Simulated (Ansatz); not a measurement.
**CH3ClF2Si (SMILES F[SiH2]C(F)Cl): density, localisation and related maps**

The calculation's input:

```
crystal:
  periodic: [false, false, false]
  atoms:
    - {symbol: F, position_ang: [-1.413013, 1.498220, -0.133683]}
    - {symbol: Si, position_ang: [-0.077483, 0.838519, 0.434921]}
    - {symbol: C, position_ang: [0.067019, -0.905334, -0.306749]}
    - {symbol: F, position_ang: [1.171850, -1.520584, 0.225915]}
    - {symbol: Cl, position_ang: [0.244288, -0.783820, -2.069109]}
    - {symbol: H, position_ang: [-0.198028, 0.731280, 1.907079]}
    - {symbol: H, position_ang: [1.094545, 1.634286, 0.016685]}
    - {symbol: H, position_ang: [-0.796979, -1.549666, -0.130758]}
basis:
  gaussian: {orbitals: def2-TZVPP}
hamiltonian: {xc: pbe0, dispersion: d4}
output: {orbitals: {seedname: orbitals}}
```

Command:

```sh
ansatz run in.yaml --threads 4 --pin off --events-out ev --progress --plain --max-ram 10444MiB
```

Geometry: PBE0-D4/def2-TZVP.

All numbers below come from RKS PBE0-D4/def2-TZVPP (Ansatz).

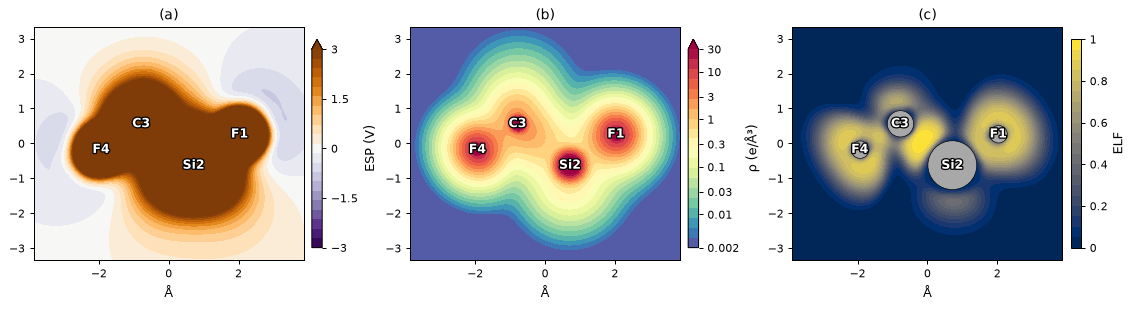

Figure 1. (a) molecular electrostatic potential; (b) electron density; (c) electron localisation function on the plane of atoms F1, Si2 and C3. Grey discs cover the atomic cores in the ELF map.

Q: Interpret the plot.

A: Atoms in the plane: F, Si and C.
C–F (1.37 Å): ρ at the midpoint is about 2.1 e/Å³, with its minimum of 1.7 e/Å³ about 0.5 Å from C; the ELF peaks at about 0.80 between the atoms (a shared but strongly polarised pair).
Si–F (1.59 Å): the density is about 1.2 e/Å³ at the midpoint; the ELF peaks at about 0.85 in the valence shell of F, 0.6 Å from its nucleus, and is about 0.55 at the midpoint.
C–Si (1.90 Å): ρ at the midpoint is about 1 e/Å³; the ELF peaks at about 1 between the atoms (a shared electron pair).
The ELF also peaks beside F4 and F1, away from the bonds: lone-pair regions.
Outside the dense part of the molecule the potential is most negative (−0.7 V) near F1.

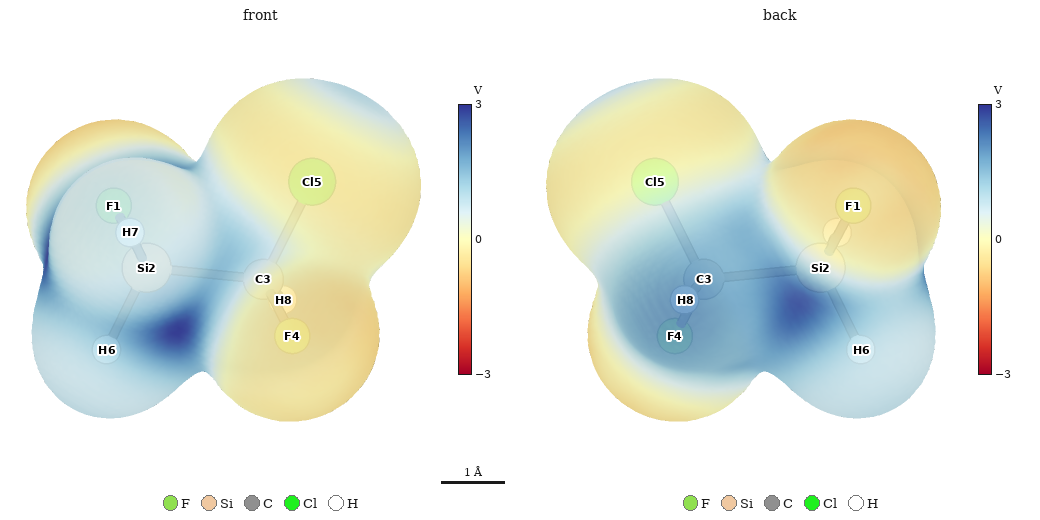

Figure 2. The molecular electrostatic potential painted on the density surface at 0.004 e/bohr³, seen from the front and from behind; the colour scale runs from red (negative) to blue (positive).

Q: Where is the surface potential most negative and most positive?

A: The most negative region (about −0.7 V) lies over F1, the most positive (about +2.8 V) over Si2. Cl5 shows a σ-hole: about +0.9 V at the tip opposite its bond, against about −0.2 V on its flanks.

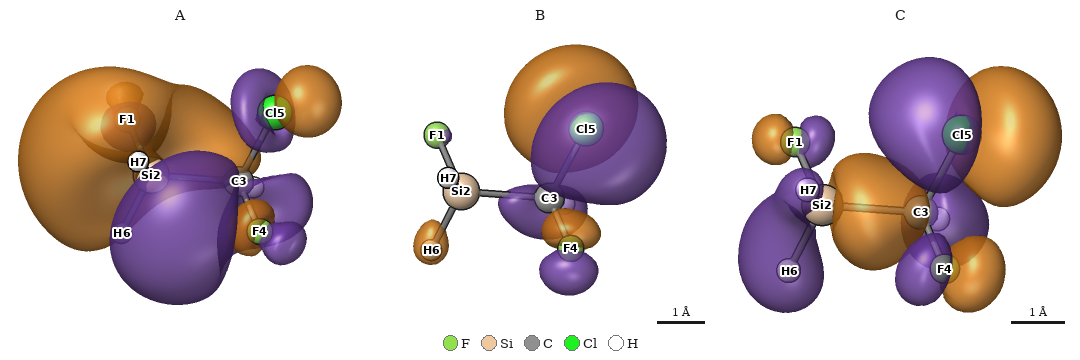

Figure 3. Three frontier orbitals at ±0.06 Å⁻³ᐟ² (orange and purple are the two phases), in no order.

Q: Order the three orbitals by energy and name them.

A: B is the HOMO−1 (−9.45 eV). Its weight (Hirshfeld) is mainly on Cl5 (about 85 %); largely a lone pair of Cl5. C is the HOMO (−8.49 eV). It lies mainly on Cl5 (about 55 %), C3 (about 15 %), Si2 (about 10 %) and F4 (about 10 %). A is the LUMO (−0.42 eV). It lies mainly on Si2 (about 50 %), C3 (about 10 %), F1 (about 10 %), F4 (about 5 %), H6 (about 5 %) and H7 (about 5 %).

Q: What is the HOMO–LUMO gap?

A: 8.07 eV between the orbital energies.

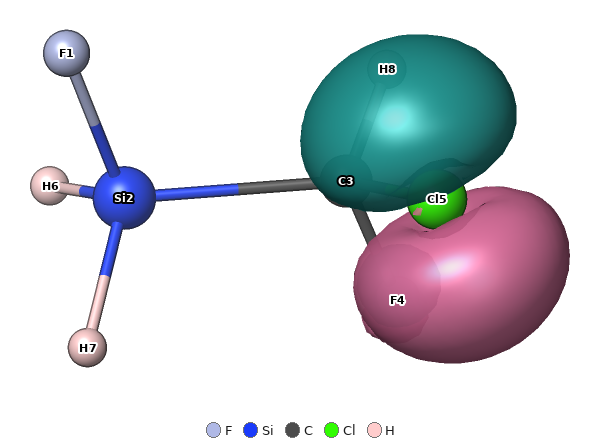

Figure 4. The HOMO−1 at ±0.2 Å⁻³ᐟ² (teal and pink are the two phases), seen from one side.

Q: What is the character of this orbital?

A: It lies mainly on Cl5 (about 85 %); largely a lone pair of Cl5. Its energy is −9.45 eV.
